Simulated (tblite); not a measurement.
# BGa3H6: the cost of one run

Programs: tblite 0.8.0 and PySCF 2.14.0. All values are calculated, for the isolated system unless a continuum is named. Atoms count from 0, parts from 1.

## 1. Starting point

10 atoms, charge 1, multiplicity 2; geometry: distance geometry start.

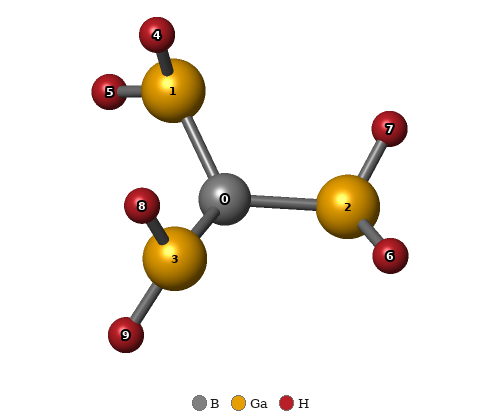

The starting geometry (boron grey, gallium amber, hydrogen red), atoms numbered.

## 2. Geometry optimisation with GFN1-xTB

The job: settings as JSON, then the geometry in Å.

```
{"job": {"kind": "relax", "xc": "GFN1-xTB", "basis": "xTB"}, "charge": 1, "multiplicity": 2}
B     -0.532464    -0.784737     0.079984
Ga     0.237642     1.038444    -0.471640
Ga     0.699197    -2.009603     1.184250
Ga    -2.527412    -0.795330     0.600839
H     -0.136021     2.210094     0.440589
H      0.281375     1.334070    -1.974399
H      0.030577    -2.816001     2.269595
H      2.082790    -1.416347     1.513914
H     -3.040893     0.465170     1.277272
H     -3.502407    -1.474165    -0.376182
```

Level: GFN1-xTB geometry optimisation, gas phase.

Run with:

```bash
> OMP_NUM_THREADS=1 python cluster_run.py task.json out
```

This one command runs all jobs of the session in turn.

**Question.** How long does this first job take on 1 thread of Intel Xeon 6975P-C, shared host?

About 4.4 s.
